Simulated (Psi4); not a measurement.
**CH6GeO (SMILES C[O][GeH3]): B3LYP/6-31G(d) (spherical functions)**

What is the vertical singlet–triplet gap of CH6GeO at B3LYP/6-31G* (spherical functions)? 

The results are computed with Psi4 1.11.

1 further run of the same task is left out (set aside as unsound or not needed).

### Step 1. The system as given

The species is CH6GeO (9 atoms), meant as a singlet with charge 0. As SMILES, `C[O][GeH3]`. The coordinates come from a PBE0-D4/def2-TZVP relaxation.

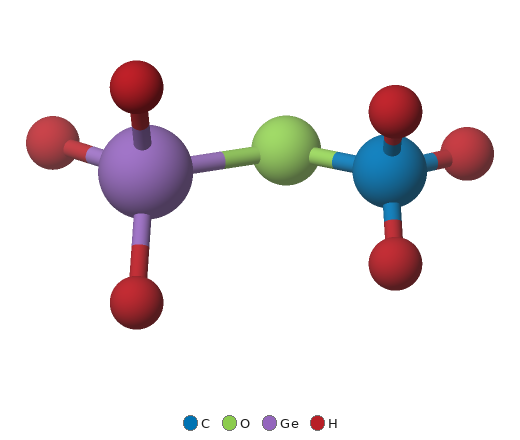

The structure, seen from a chosen angle (carbon blue, oxygen green, germanium purple, hydrogen red).

### Step 2. Energy and gradient at B3LYP/6-31G(d) (spherical functions)

Input file input.in:

```
memory 1600 MB

molecule mol {
  C
  O 1 1.405623
  Ge 2 1.779313 1 117.80494
  H 1 1.0926 2 108.07752 3 179.97575
  H 1 1.09865 4 108.03908 2 121.62982
  H 1 1.098662 4 108.03305 5 116.75839
  H 3 1.54183 2 108.94596 1 -59.79833
  H 3 1.530709 7 112.07007 2 115.66227
  H 3 1.541783 8 112.06868 7 -123.84426
  symmetry c1
}

set globals {
  puream true
  e_convergence 1e-09
  d_convergence 1e-08
  scf_type pk
  dft_radial_points 99
  dft_spherical_points 590
}

e_tot, wfn = gradient('b3lyp/6-31G*', return_wfn=True)
oeprop(wfn, 'WIBERG_LOWDIN_INDICES', 'MAYER_INDICES', 'QUADRUPOLE')
```

Command:

```sh
psi4 input.in input.out -n 1
```

input.out:

```text
[...]
  Running in c1 symmetry.
[...]
  Nuclear repulsion =  205.435286236628883
[...]
  Multiplicity = 1
[...]
  Nalpha       = 26
  Nbeta        = 26
[...]
    Number of basis functions: 72
[...]
   @RKS iter   1: -2192.18339878853976   -2.04710e+00   3.78710e-02 DIIS/ADIIS
[...]
   @RKS iter  11: -2193.68758782632540   -5.00222e-12   2.96362e-09 DIIS
[...]
    Orbital Energies [Eh]
    ---------------------
    Doubly Occupied:
       1A   -398.741052     2A    -49.818164     3A    -44.341797
       4A    -44.341609     5A    -44.341519     6A    -19.131153
       7A    -10.218635     8A     -6.250457     9A     -4.422106
      10A     -4.420416    11A     -4.420085    12A     -1.230388
      13A     -1.224829    14A     -1.224660    15A     -1.222108
      16A     -1.221968    17A     -0.988267    18A     -0.673511
      19A     -0.559308    20A     -0.444487    21A     -0.443160
      22A     -0.431300    23A     -0.351443    24A     -0.347369
      25A     -0.297297    26A     -0.265357
[...]
  @RKS Final Energy: -2193.68758782632540
   => Energetics <=
    Nuclear Repulsion Energy =            205.4352862366288832
    One-Electron Energy =               -3461.3663543659467905
    Two-Electron Energy =                1139.0096998040442031
    DFT Exchange-Correlation Energy =     -76.7662195010516228
    Empirical Dispersion Energy =           0.0000000000000000
    VV10 Nonlocal Energy =                  0.0000000000000000
    Total Energy =                      -2193.6875878263253981
[...]
  -Total Gradient:
     Atom            X                  Y                   Z
    ------   -----------------  -----------------  -----------------
       1       -0.000034471450     0.000773307718     0.004576654349
       2        0.000018511259    -0.009487366570    -0.003276870761
       3        0.000008817473     0.005110845374    -0.002128238361
       4        0.000007656263    -0.002058896450     0.000708925900
       5        0.001695129210     0.000754610708     0.001207235279
       6       -0.001683762693     0.000755323837     0.001219464467
       7        0.002889115525     0.002336935010     0.000437633740
       8        0.000001315167    -0.000508429059    -0.003196486727
       9       -0.002902312419     0.002345568914     0.000439276943
[...]
 Multipole Moments:
 ------------------------------------------------------------------------------------
     Multipole            Electronic (a.u.)      Nuclear  (a.u.)        Total (a.u.)
 ------------------------------------------------------------------------------------
 L = 1.  Multiply by 2.5417464519 to convert [e a0] to [Debye]
 Dipole X            :         -0.0001699            0.0001592           -0.0000107
 Dipole Y            :         -5.4194418            4.9833360           -0.4361057
 Dipole Z            :          8.1786395           -8.4095727           -0.2309332
 Magnitude           :                                                    0.4934758
 L = 2.  Multiply by 1.3450342976 to convert [e a0^2] to [Debye ang]
 Quadrupole XX       :        -40.7422699           17.0028906          -23.7393793
 Quadrupole XY       :         -0.0009390            0.0009562            0.0000172
[...]
```

Wall time 30 s (1 thread of Intel Xeon Platinum 8259CL at 2.50GHz (Skylake/Cascade Lake), shared host); peak memory 1.1 GiB.

### Step 3. The triplet: a single-point energy at UB3LYP/6-31G(d) (spherical functions)

Input file ch6geo.xyz:

```xyz
9
CH6GeO
C     -0.461600     0.939500    -0.879600
O     -0.657300    -0.383600    -0.447300
Ge     0.409500    -1.004400     0.834300
H     -1.194400     1.152600    -1.661500
H      0.540900     1.094500    -1.301500
H     -0.607700     1.666800    -0.069200
H      1.870200    -0.939000     0.345100
H     -0.054100    -2.444000     1.070300
H      0.242900    -0.128600     2.092200
```

Input file calc.py:

```python
import psi4

psi4.set_memory('1600 MB')
psi4.set_num_threads(1)
psi4.set_output_file('ch6geo.out', False)

with open('ch6geo.xyz') as f:
    atoms = ''.join(f.readlines()[2:])
molecule = psi4.geometry('0 3\n' + atoms + 'symmetry c1')

options = {'basis': '6-31G*', 'reference': 'uks', 'puream': True, 'e_convergence': 1e-09, 'd_convergence': 1e-08, 'scf_type': 'pk', 'dft_radial_points': 99, 'dft_spherical_points': 590, 'maxiter': 100}
psi4.set_options(options)

energy_value, wavefunction = psi4.energy("b3lyp", return_wfn=True)
psi4.oeprop(wavefunction, "WIBERG_LOWDIN_INDICES", "MAYER_INDICES", "LOWDIN_CHARGES", title="B3LYP")
print('E =', round(energy_value, 9))
```

Command:

```sh
python calc.py
```

ch6geo.out:

```text
[...]
  Running in c1 symmetry.
[...]
  Nuclear repulsion =  205.435326497741073
[...]
  Multiplicity = 3
[...]
  Nalpha       = 27
  Nbeta        = 25
[...]
    Number of basis functions: 72
[...]
   @UKS iter   1: -2191.83864774669883   -1.70235e+00   3.83772e-02 ADIIS/DIIS
[...]
   @UKS iter  15: -2193.46278603845622   -3.63798e-12   6.28034e-09 DIIS
[...]
   @S^2 Observed:                2.004848412E+00
[...]
    Orbital Energies [Eh]
    ---------------------
    Alpha Occupied:
       1A   -398.724508     2A    -49.802910     3A    -44.326852
       4A    -44.326377     5A    -44.325624     6A    -19.266863
       7A    -10.266317     8A     -6.235640     9A     -4.408254
      10A     -4.405879    11A     -4.403987    12A     -1.222701
      13A     -1.211539    14A     -1.209294    15A     -1.207357
      16A     -1.207010    17A     -1.105335    18A     -0.737216
      19A     -0.596225    20A     -0.535097    21A     -0.507913
      22A     -0.485737    23A     -0.404499    24A     -0.382029
      25A     -0.346136    26A     -0.336837    27A     -0.059766
    Alpha Virtual:
[...]
  @UKS Final Energy: -2193.46278603845622
   => Energetics <=
    Nuclear Repulsion Energy =            205.4353264977410731
    One-Electron Energy =               -3460.3550977211593818
    Two-Electron Energy =                1138.1347692850029034
    DFT Exchange-Correlation Energy =     -76.6777841000411371
    Empirical Dispersion Energy =           0.0000000000000000
    VV10 Nonlocal Energy =                  0.0000000000000000
    Total Energy =                      -2193.4627860384562155
[...]
 Multipole Moments:
 ------------------------------------------------------------------------------------
     Multipole            Electronic (a.u.)      Nuclear  (a.u.)        Total (a.u.)
 ------------------------------------------------------------------------------------
 L = 1.  Multiply by 2.5417464519 to convert [e a0] to [Debye]
 Dipole X            :          2.2997192           -2.5729426           -0.2732235
 Dipole Y            :         -6.1373073            7.4078560            1.2705487
 Dipole Z            :          4.9918415           -5.8359365           -0.8440950
 Magnitude           :                                                    1.5496585
[...]
```

On the terminal:

```text
E = -2193.462786038
```

It took 49 s on 1 thread of Intel Xeon Platinum 8259CL at 2.50GHz (Skylake/Cascade Lake), shared host; peak memory 1.1 GiB.

### Step 4. Outcome

At B3LYP/6-31G* (spherical functions):

| quantity | value |
| --- | --- |
| singlet: total energy | -2193.68759 Eh |
| singlet: dipole moment | 1.25 D |
| singlet: HOMO energy | -7.22 eV |
| singlet: LUMO energy | 0.26 eV |
| singlet: HOMO–LUMO gap | 7.48 eV |
| singlet: largest force on an atom | 0.516 eV/Å |
| triplet: total energy | -2193.46279 Eh |
| triplet: dipole moment | 3.94 D |
| triplet: HOMO energy (highest over α and β) | -1.63 eV |
| triplet: ⟨S²⟩ | 2.005 |
| vertical energy of the triplet above the singlet | 6.117 eV |

**Reading.** At this shape the triplet lies 6.12 eV (141 kcal/mol) above the singlet. The largest force (singlet) is 0.52 eV/Å: the shape isn't a stationary point for this species at this level.
